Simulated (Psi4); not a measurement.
**Excited-state calculation of B$_{2}$ (part 2 of 3)**

B$_{2}$, multiplicity 3; EOM-CC3/6-31G**, UHF (Psi4 1.11). The geometry comes from this level: GFN2-xTB.

Geometry of the input (Å):
```
B  0.0000  0.0000  0.0000
B  0.0000  0.0000  1.4051
```

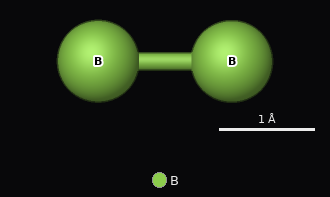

*The input geometry (ball-and-stick view, seen on its broad side).*

**What the program printed, continued**
```
Dots of (HeT1)c in names "CC3 Wxxx" in CC3_HET1
Wamef terms
	<WAMEF|WAMEF> =    2.2322385468
	<Wamef|Wamef> =    1.3090480584
	<WAmEf|WAmEf> =    1.0678183777
	<WaMeF|WaMeF> =    2.4795004738
Wmnie terms
	<WMNIE (M>N,IE)|WMNIE> =    0.1391997909
	<Wmnie (m>n,ie)|Wmnie> =    0.0309600737
	<WMnIe (Mn,Ie)|WMnIe> =    0.1146040656
	<WmNiE (mN,iE)|WmNiE> =    0.1147496024
	<WMNIE(M>N,EI)|WMNIE(M>N,EI)> =    0.1391997909
	<Wmnie(m>n,ei)|Wmnie(m>n,ei)> =    0.0309600737
	<WMnIe(Mn,eI)|WMnIe(Mn,eI)> =    0.1146040656
	<WmNiE(mN,Ei)|WmNiE(mN,Ei)> =    0.1147496024
Doing Wmnij terms.
	<WMNIJ (M>N,I>J)|WMNIJ> =    2.6229700195
	<Wmnij (m>n,i>j)|Wmnij> =    0.5579847917
	<WMnIj (Mn,Ij)|WMnIj> =    1.4399774192
Doing Wmbij terms.
	<WMBIJ (MB,I>J)|WMBIJ> =    0.1389200816
	<WMBIJ (I>J,MB)|WMBIJ> =    0.1389200816
	<Wmbij (mb,i>j)|Wmbij> =    0.0315440816
	<Wmbij (i>j,mb)|Wmbij> =    0.0315440816
	<WMbIj (Mb,Ij)|WMbIj> =    0.1182982361
	<WMbIj (Ij,Mb)|WMbIj> =    0.1182982361
	<WmBiJ (mB,iJ)|WmBiJ> =    0.1139520701
	<WmBiJ (iJ,mB)|WmBiJ> =    0.1139520701
Doing Wmbej terms.
	<WMBEJ (all ME,JB)|WMBEJ> =   12.5869541437
	<Wmbej|Wmbej> =    7.5735744509
	<WMbEj|WMbEj> =    0.1912506401
	<WmBeJ|WmBeJ> =    0.1910404629
	<WMbeJ|WMbeJ> =   16.0922855883
	<WmBEj|WmBEj> =    8.2937986496
Doing Wabei terms.
	<WABEI (IE,B>A) |WABEI> =    2.3099995386
	<Wabei (ie,b>a)|Wabei> =    1.3555037980
	<WAbEi (iE,bA)|WAbEi> =    1.1177034081
	<WAbEi (iE,Ba)|WAbEi> =    2.5535802452

	**********************************************************
	*  CCEOM: An Equation of Motion Coupled Cluster Program  *
	**********************************************************

	Nuclear Rep. energy (wfn)     =    9.415160460850320
	SCF energy          (wfn)     =  -49.024996133419023
	Reference energy    (file100) =  -49.024996133419066
	CC3 energy          (file100) =   -0.151640738743684

	Input parameters:
	-----------------
	Reference wfn   =     UHF
	Reference EOM wfn=     UHF
	Memory (Mbytes) =  1600.0
	ABCD            =     NEW
	Cache Level     =    2
	Cache Type      =     LRU
	T3 Ws incore  =      No
	Num. of threads =     1
	Local CC        =     No

	CCEOM parameters:
	-----------------
	States sought per irrep     = A 4,
	Max. number of iterations   =    80
	Vectors stored per root     =    12
	Print HbarSS iterations?    =     0
	Excitation range for HBarSS =     2
	Eigenvalue tolerance        = 1.0e-06
	Eigenvalue toleranceSS      = 1.0e-06
	Residual vector tolerance   = 1.0e-06
	Residual vector toleranceSS = 1.0e-06
	Complex tolerance           = 1.0e-12
	Root for properties         =     4
	Sym of state for properties =      A
	Guess vectors taken from    = SINGLES
	Restart EOM CC3             = NO
	Collapse with last vector   = YES
	Root following for CC3 turned on.

Fae   dot Fae   total  132.4566760210
Fmi   dot Fmi   total    1.7249656656
WmBeJ and WMbEj dots    0.3250167365
Symmetry of ground state: A
Symmetry of excited state: A
Symmetry of right eigenvector: A
Obtaining initial guess from singles-singles block of Hbar...Done.

Iter=1    L=4     Root    EOM Energy     Delta E   Res. Norm    Conv?
                     1   0.0181484210   1.81e-02    2.74e-01      N
                     2   0.0513858047   5.14e-02    2.80e-01      N
                     3   0.0660701230   6.61e-02    3.35e-01      N
                     4   0.0764347708   7.64e-02    3.12e-01      N
Iter=2    L=8     Root    EOM Energy     Delta E   Res. Norm    Conv?
                     1  -0.0325470283  -5.07e-02    1.22e-01      N
                     2  -0.0233141893  -7.47e-02    6.35e-02      N
                     3   0.0090883514  -5.70e-02    6.04e-02      N
                     4   0.0119856949  -6.44e-02    7.69e-02      N
Iter=3    L=12    Root    EOM Energy     Delta E   Res. Norm    Conv?
                     1  -0.0487689944  -1.62e-02    5.68e-02      N
                     2  -0.0302567666  -6.94e-03    6.62e-02      N
                     3   0.0063726531  -2.72e-03    2.46e-02      N
                     4   0.0067569782  -5.23e-03    2.84e-02      N
Iter=4    L=16    Root    EOM Energy     Delta E   Res. Norm    Conv?
                     1  -0.0519081454  -3.14e-03    2.72e-02      N
                     2  -0.0386376737  -8.38e-03    5.09e-02      N
                     3   0.0058427199  -5.30e-04    1.40e-02      N
                     4   0.0059904471  -7.67e-04    1.42e-02      N
Iter=5    L=20    Root    EOM Energy     Delta E   Res. Norm    Conv?
                     1  -0.0525278347  -6.20e-04    1.19e-02      N
                     2  -0.0433963025  -4.76e-03    4.00e-02      N
                     3   0.0055883376  -2.54e-04    1.12e-02      N
                     4   0.0056316571  -3.59e-04    8.13e-03      N
Iter=6    L=24    Root    EOM Energy     Delta E   Res. Norm    Conv?
                     1  -0.0525414551  -1.36e-05    3.32e-03      N
                     2  -0.0455176109  -2.12e-03    2.25e-02      N
                     3   0.0053393798  -2.49e-04    7.21e-03      N
                     4   0.0055878193  -4.38e-05    3.50e-03      N
Iter=7    L=28    Root    EOM Energy     Delta E   Res. Norm    Conv?
                     1  -0.0525706235  -2.92e-05    1.05e-03      N
                     2  -0.0458820719  -3.64e-04    9.92e-03      N
                     3   0.0052092599  -1.30e-04    4.01e-03      N
                     4   0.0055811069  -6.71e-06    1.55e-03      N
Iter=8    L=32    Root    EOM Energy     Delta E   Res. Norm    Conv?
                     1  -0.0525722929  -1.67e-06    3.36e-04      N
                     2  -0.0458913266  -9.25e-06    3.73e-03      N
                     3   0.0051991366  -1.01e-05    1.64e-03      N
                     4   0.0055849215   3.81e-06    4.81e-04      N
Iter=9    L=36    Root    EOM Energy     Delta E   Res. Norm    Conv?
                     1  -0.0525765640  -4.27e-06    1.03e-04      N
                     2  -0.0458630390   2.83e-05    1.92e-03      N
                     3   0.0051896823  -9.45e-06    5.23e-04      N
                     4   0.0055839380  -9.84e-07    1.35e-04      N
Iter=10   L=40    Root    EOM Energy     Delta E   Res. Norm    Conv?
                     1  -0.0525773055  -7.42e-07    3.13e-05      N
                     2  -0.0458677233  -4.68e-06    9.31e-04      N
                     3   0.0051909243   1.24e-06    1.36e-04      N
                     4   0.0055832845  -6.53e-07    4.82e-05      N
Iter=11   L=44    Root    EOM Energy     Delta E   Res. Norm    Conv?
                     1  -0.0525772215   8.40e-08    1.14e-05      N
                     2  -0.0458685942  -8.71e-07    6.69e-04      N
                     3   0.0051904075  -5.17e-07    5.01e-05      N
                     4   0.0055824745  -8.10e-07    1.71e-05      N
Iter=12   L=48    Root    EOM Energy     Delta E   Res. Norm    Conv?
                     1  -0.0525771744   4.71e-08    3.67e-06      N
                     2  -0.0458777854  -9.19e-06    3.96e-04      N
                     3   0.0051899601  -4.47e-07    1.42e-05      N
                     4   0.0055823162  -1.58e-07    5.97e-06      N
Iter=13   L=8     Root    EOM Energy     Delta E   Res. Norm    Conv?
                     1  -0.0525771744   4.57e-15    3.67e-06      N
                     2  -0.0458777854  -3.61e-16    3.96e-04      N
                     3   0.0051899601   4.22e-16    1.42e-05      N
                     4   0.0055823162  -1.51e-15    5.97e-06      N
Iter=14   L=12    Root    EOM Energy     Delta E   Res. Norm    Conv?
                     1  -0.0525771537   2.08e-08    1.31e-06      N
                     2  -0.0458769569   8.28e-07    1.31e-04      N
                     3   0.0051899569  -3.15e-09    4.68e-06      N
                     4   0.0055823099  -6.32e-09    2.34e-06      N
Iter=15   L=16    Root    EOM Energy     Delta E   Res. Norm    Conv?
                     1  -0.0525771590  -5.30e-09    4.75e-07      Y
                     2  -0.0458772245  -2.68e-07    3.15e-05      N
                     3   0.0051899934   3.65e-08    1.68e-06      N
                     4   0.0055823300   2.01e-08    9.07e-07      Y
Iter=16   L=18    Root    EOM Energy     Delta E   Res. Norm    Conv?
                     1  -0.0525771590  -3.19e-16    4.75e-07      Y
                     2  -0.0458772521  -2.76e-08    8.59e-06      N
                     3   0.0051900249   3.15e-08    5.90e-07      Y
                     4   0.0055823300  -2.18e-16    9.07e-07      Y
Iter=17   L=19    Root    EOM Energy     Delta E   Res. Norm    Conv?
                     1  -0.0525771590   3.19e-16    4.75e-07      Y
                     2  -0.0458773312  -7.91e-08    3.51e-06      N
                     3   0.0051900249   7.03e-17    5.90e-07      Y
                     4   0.0055823300   8.59e-17    9.07e-07      Y
Iter=18   L=20    Root    EOM Energy     Delta E   Res. Norm    Conv?
                     1  -0.0525771590   6.94e-18    4.75e-07      Y
                     2  -0.0458774266  -9.54e-08    3.45e-06      N
                     3   0.0051900249  -3.90e-17    5.90e-07      Y
                     4   0.0055823300  -1.41e-16    9.07e-07      Y
Iter=19   L=21    Root    EOM Energy     Delta E   Res. Norm    Conv?
                     1  -0.0525771590   2.15e-16    4.75e-07      Y
                     2  -0.0458775051  -7.86e-08    1.98e-06      N
                     3   0.0051900249  -7.89e-17    5.90e-07      Y
                     4   0.0055823300   1.39e-16    9.07e-07      Y
Iter=20   L=22    Root    EOM Energy     Delta E   Res. Norm    Conv?
                     1  -0.0525771590  -7.22e-16    4.75e-07      Y
                     2  -0.0458775059  -7.43e-10    7.68e-07      Y
                     3   0.0051900249  -5.98e-17    5.90e-07      Y
                     4   0.0055823300  -1.23e-16    9.07e-07      Y
Completed EOM_CCSD
Collapsing to only 4 vector(s).
Copying root 4 to CC3_MISC file.
Setting initial CC3 eigenvalue to    0.0055823300
Iter=1    L=4     Root    EOM Energy     Delta E   Res. Norm    Conv?
Overlaps of Rs with EOM CCSD eigenvector:
	 0     -0.000000
	 1     -0.000000
	 2     -0.000000
	 3      1.000000
follow_root returning: 3
                     4   0.0008563605  -4.73e-03    2.18e-02      N
Iter=2    L=5     Root    EOM Energy     Delta E   Res. Norm    Conv?
Overlaps of Rs with EOM CCSD eigenvector:
	 0      0.000000
	 1      0.000000
	 2      0.000000
	 3      0.999803
	 4      0.025905
follow_root returning: 3
                     4   0.0003385680  -5.18e-04    8.31e-03      N
Iter=3    L=6     Root    EOM Energy     Delta E   Res. Norm    Conv?
Overlaps of Rs with EOM CCSD eigenvector:
	 0     -0.000000
	 1      0.000000
	 2     -0.000000
	 3      0.999593
	 4      0.047835
	 5     -0.009511
follow_root returning: 3
                     4   0.0001569659  -1.82e-04    4.76e-03      N
Iter=4    L=7     Root    EOM Energy     Delta E   Res. Norm    Conv?
Overlaps of Rs with EOM CCSD eigenvector:
	 0     -0.000000
	 1      0.000000
	 2     -0.000000
	 3     -0.999350
	 4     -0.059369
	 5      0.024088
	 6     -0.004053
follow_root returning: 3
                     4   0.0000924350  -6.45e-05    3.51e-03      N
Iter=5    L=8     Root    EOM Energy     Delta E   Res. Norm    Conv?
Overlaps of Rs with EOM CCSD eigenvector:
	 0     -0.000000
	 1     -0.000000
	 2     -0.000000
	 3      0.999188
	 4     -0.057563
	 5      0.033759
	 6     -0.008835
	 7      0.002356
follow_root returning: 3
                     4   0.0000827758  -9.66e-06    1.78e-03      N
Iter=6    L=9     Root    EOM Energy     Delta E   Res. Norm    Conv?
Overlaps of Rs with EOM CCSD eigenvector:
	 0      0.000000
	 1     -0.000000
	 2     -0.000000
	 3      0.999141
	 4     -0.050238
	 5      0.038813
	 6      0.014212
	 7      0.006324
	 8     -0.000174
follow_root returning: 3
                     4   0.0000890033   6.23e-06    7.90e-04      N
Iter=7    L=10    Root    EOM Energy     Delta E   Res. Norm    Conv?
Overlaps of Rs with EOM CCSD eigenvector:
	 0     -0.000000
	 1     -0.000000
	 2     -0.000000
	 3      0.999131
	 4     -0.047206
	 5      0.038695
	 6      0.020160
	 7      0.008859
	 8      0.002873
	 9      0.000491
follow_root returning: 3
                     4   0.0000911477   2.14e-06    2.35e-04      N
Collapsing to 4 vector(s).
Change in CC3 energy from last iterated value   -0.0054911823
Iter=8    L=4     Root    EOM Energy     Delta E   Res. Norm    Conv?
Overlaps of Rs with EOM CCSD eigenvector:
	 0      0.000000
	 1      0.000000
	 2     -0.000000
	 3      0.999131
follow_root returning: 3
                     4   0.0001022239   1.11e-05    2.38e-04      N
Iter=9    L=5     Root    EOM Energy     Delta E   Res. Norm    Conv?
Overlaps of Rs with EOM CCSD eigenvector:
	 0      0.000000
	 1      0.000000
	 2      0.000001
	 3     -0.999132
	 4      0.012353
follow_root returning: 3
                     4   0.0001030669   8.43e-07    8.84e-05      N
Iter=10   L=6     Root    EOM Energy     Delta E   Res. Norm    Conv?
Overlaps of Rs with EOM CCSD eigenvector:
	 0     -0.000000
	 1     -0.000000
	 2      0.000005
	 3      0.999133
	 4      0.015274
	 5      0.003736
follow_root returning: 3
                     4   0.0001032757   2.09e-07    3.12e-05      N
Iter=11   L=7     Root    EOM Energy     Delta E   Res. Norm    Conv?
Overlaps of Rs with EOM CCSD eigenvector:
	 0     -0.000000
	 1      0.000000
	 2      0.000013
	 3      0.999133
	 4      0.016483
	 5     -0.001464
	 6     -0.006266
follow_root returning: 3
                     4   0.0001032672  -8.55e-09    9.10e-06      N
Iter=12   L=8     Root    EOM Energy     Delta E   Res. Norm    Conv?
Overlaps of Rs with EOM CCSD eigenvector:
	 0      0.000000
	 1     -0.000000
	 2     -0.001949
	 3      0.999134
	 4      0.017673
	 5     -0.003136
	 6      0.010893
	 7     -0.002589
follow_root returning: 3
                     4   0.0001032348  -3.24e-08    3.95e-06      N
Iter=13   L=9     Root    EOM Energy     Delta E   Res. Norm    Conv?
Overlaps of Rs with EOM CCSD eigenvector:
	 0      0.000000
	 1     -0.000000
	 2     -0.025598
	 3      0.999134
	 4      0.022308
	 5     -0.003007
	 6     -0.014396
	 7     -0.003588
	 8     -0.005656
follow_root returning: 3
                     4   0.0001032209  -1.39e-08    2.04e-06      N
Iter=14   L=10    Root    EOM Energy     Delta E   Res. Norm    Conv?
Overlaps of Rs with EOM CCSD eigenvector:
	 0      0.000000
	 1      0.000000
	 2     -0.252719
	 3     -0.999134
	 4     -0.015460
	 5     -0.007552
	 6      0.003558
	 7      0.009553
	 8      0.002833
	 9     -0.005597
follow_root returning: 3
                     4   0.0001032133  -7.50e-09    2.76e-06      N
Collapsing to 4 vector(s).
Change in CC3 energy from last iterated value    0.0000120656
Iter=15   L=4     Root    EOM Energy     Delta E   Res. Norm    Conv?
Overlaps of Rs with EOM CCSD eigenvector:
	 0      0.000000
	 1     -0.000000
	 2     -0.252709
	 3     -0.999134
follow_root returning: 3
                     4   0.0001031887  -2.47e-08    2.74e-06      N
Iter=16   L=5     Root    EOM Energy     Delta E   Res. Norm    Conv?
Overlaps of Rs with EOM CCSD eigenvector:
	 0     -0.000000
	 1     -0.000000
	 2     -0.069089
	 3      0.999134
	 4      0.003948
follow_root returning: 3
                     4   0.0001031801  -8.57e-09    1.21e-06      N
Iter=17   L=6     Root    EOM Energy     Delta E   Res. Norm    Conv?
Overlaps of Rs with EOM CCSD eigenvector:
	 0     -0.000000
	 1     -0.000000
	 2      0.062590
	 3     -0.999134
	 4     -0.007829
	 5     -0.007075
follow_root returning: 3
                     4   0.0001031811   9.41e-10    6.71e-07      Y
Collapsing to only 4 vector(s).
Copying root 4 to start of PSIF_EOM_Cxxx files.
Change in CC3 energy from last iterated value   -0.0000000323

Procedure converged for 1 root(s).
<R|R> =   1.0000000000000002
EOM CC3 R0 for root 0 =   0.00000000000

Final Energetic Summary for Converged Roots of Irrep A
                     Excitation Energy              Total Energy
                (eV)     (cm^-1)     (au)             (au)
EOM State 1      0.003       22.6   0.0001031811   -49.176533691110

Largest components of excited wave function #1:
 RIA (libdpd indices) : (cscf notation)
         0 >  13      :        3a >    20a :   -0.0119524333
         1 >  16      :        4a >    23a :   -0.0092862613
         2 >  15      :        5a >    22a :   -0.0033935099
         3 >  12      :        6a >    19a :   -0.0032649009
         3 >   5      :        6a >    12a :    0.0004527784
 Ria (libdpd indices) : (cscf notation)
         1 >   1      :        4a >     6a :   -0.9432942758
         1 >   8      :        4a >    13a :   -0.1453205823
         0 >  16      :        3a >    21a :    0.0136818373
         1 >  15      :        4a >    20a :   -0.0088413952
 RIjAb (libdpd indices)     : (cscf notation)
        2   1 >   0   2     :     5a     4a >     7a     7a :   -0.1376060137
        1   1 >   0   4     :     4a     4a >     7a     9a :   -0.1199201205
        2   1 >   1   4     :     5a     4a >     8a     9a :    0.0996008531
        3   1 >   2   4     :     6a     4a >     9a     9a :    0.0651395205
        1   1 >   1   2     :     4a     4a >     8a     7a :    0.0635348418
 RIJAB (libdpd indices)     : (cscf notation)
        3   1 >   1   0     :     6a     4a >     8a     7a :    0.0063966280
        2   1 >   2   0     :     5a     4a >     9a     7a :   -0.0053347639
        3   1 >  13   2     :     6a     4a >    20a     9a :   -0.0020895771
        3   1 >   8   0     :     6a     4a >    15a     7a :    0.0017005187
        3   2 >   4   0     :     6a     5a >    11a     7a :    0.0014811661
 Rijab (libdpd indices)     : (cscf notation)
        1   0 >  17   1     :     4a     3a >    22a     6a :    0.0261375707
        1   0 >   8   2     :     4a     3a >    13a     7a :   -0.0153533630
        1   0 >   8   6     :     4a     3a >    13a    11a :   -0.0121159059
        1   0 >  15   2     :     4a     3a >    20a     7a :    0.0110450850
        1   0 >  13  11     :     4a     3a >    18a    16a :   -0.0090679436

	Total # of sigma evaluations: 88
```

**Standard output**
```
total energy -49.17663687 hartree = -1338.16445 eV
CC D1 DIAGNOSTIC                                    0.0000000000
CC D2 DIAGNOSTIC                                    0.0000000000
CC NEW D1 DIAGNOSTIC                                0.0000000000
CC ROOT 0 (A) CORRELATION ENERGY                   -0.1516407387
CC ROOT 0 (A) TOTAL ENERGY                        -49.1766368722
CC ROOT 0 (IN A) CORRELATION ENERGY                -0.1516407387
CC ROOT 0 (IN A) TOTAL ENERGY                     -49.1766368722
CC ROOT 0 CORRELATION ENERGY                       -0.1516407387
CC ROOT 0 CORRELATION ENERGY - A TRANSITION        -0.1516407387
CC ROOT 0 TOTAL ENERGY                            -49.1766368722
CC ROOT 0 TOTAL ENERGY - A TRANSITION             -49.1766368722
CC ROOT 1 (A) CORRELATION ENERGY                    0.0001031811
CC ROOT 1 (A) TOTAL ENERGY                        -49.1765336911
CC ROOT 1 (IN A) CORRELATION ENERGY                 0.0001031811
CC ROOT 1 (IN A) TOTAL ENERGY                     -49.1765336911
CC ROOT 1 CORRELATION ENERGY                        0.0001031811
CC ROOT 1 CORRELATION ENERGY - A TRANSITION         0.0001031811
CC ROOT 1 TOTAL ENERGY                            -49.1765336911
CC ROOT 1 TOTAL ENERGY - A TRANSITION             -49.1765336911
CC T1 DIAGNOSTIC                                    0.0544034563
CC3 CORRELATION ENERGY                             -0.1516407387
CC3 ROOT 0 (A) CORRELATION ENERGY                  -0.1516407387
CC3 ROOT 0 (A) TOTAL ENERGY                       -49.1766368722
CC3 ROOT 0 (IN A) CORRELATION ENERGY               -0.1516407387
CC3 ROOT 0 (IN A) TOTAL ENERGY                    -49.1766368722
CC3 ROOT 0 CORRELATION ENERGY                      -0.1516407387
CC3 ROOT 0 CORRELATION ENERGY - A TRANSITION       -0.1516407387
CC3 ROOT 0 TOTAL ENERGY                           -49.1766368722
CC3 ROOT 0 TOTAL ENERGY - A TRANSITION            -49.1766368722
CC3 ROOT 1 (A) CORRELATION ENERGY                   0.0001031811
CC3 ROOT 1 (A) TOTAL ENERGY                       -49.1765336911
CC3 ROOT 1 (IN A) CORRELATION ENERGY                0.0001031811
CC3 ROOT 1 (IN A) TOTAL ENERGY                    -49.1765336911
CC3 ROOT 1 CORRELATION ENERGY                       0.0001031811
CC3 ROOT 1 CORRELATION ENERGY - A TRANSITION        0.0001031811
CC3 ROOT 1 TOTAL ENERGY                           -49.1765336911
CC3 ROOT 1 TOTAL ENERGY - A TRANSITION            -49.1765336911
CC3 TOTAL ENERGY                                  -49.1766368722
CURRENT CORRELATION ENERGY                         -0.1516407387
CURRENT ENERGY                                    -49.1766368722
CURRENT REFERENCE ENERGY                          -49.0249961334
DD SOLVATION ENERGY                                 0.0000000000
HF KINETIC ENERGY                                  49.2363857365
HF POTENTIAL ENERGY                               -98.2613818700
HF TOTAL ENERGY                                   -49.0249961334
HF VIRIAL RATIO                                     1.9957066385
MP2 CORRELATION ENERGY                             -0.1178779581
MP2 DOUBLES ENERGY                                 -0.1178779581
```
